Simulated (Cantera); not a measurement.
A closed system holds: 1 mol Si, 2.9 mol Cl₂, 8.7 mol H₂, at 0.390 bar.

Cantera equilibrium calculation (NASA polynomials, part measured and part estimated; ideal gas, pure solids and liquids). Candidate condensed phases: Si; 19 gas species. The tables' values for SiCl₃ are old estimates; treat these amounts as uncertain. Kinetics and transport are ignored.

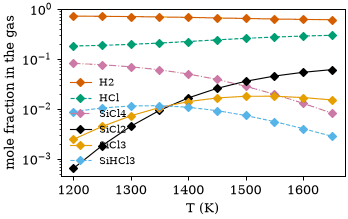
*Equilibrium gas composition (values under 1e-9 drawn at 1e-9)*

From 1200 K to 1650 K nothing is condensed. The main Si-bearing gas is SiCl₄ at 1200 K and SiCl₂ at 1650 K.
